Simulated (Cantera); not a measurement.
Input: 1 mol Fe2O3, 1.1 mol CO, 0.3 mol H2, held at 21.0 Pa.

Cantera equilibrium calculation (NASA polynomials, part measured and part estimated; ideal gas, pure solids and liquids). Candidate condensed phases: C, C6H6, C7H8, C8H18, Fe, Fe(CO)5, FeO, Fe(OH)2, Fe(OH)3, Fe2O3, Fe3O4, H2O; 114 gas species. The tables' stoichiometric FeO is somewhat more stable than real wüstite, so its field is too wide. FeO: taken at fixed stoichiometry. Kinetics and transport are ignored.

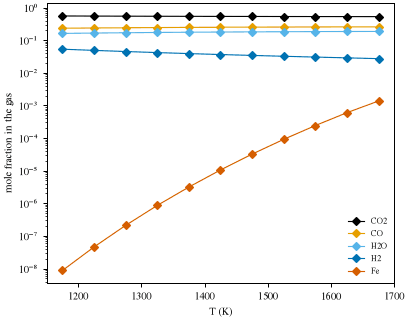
Figure. Equilibrium gas composition (values under 1e-9 drawn at 1e-9)

**Question.** Read off the mole fractions at 1675 K.

**Answer.** CO2 about 0.53, CO about 0.26, H2O about 0.19, H2 about 0.027, Fe about 0.0014.
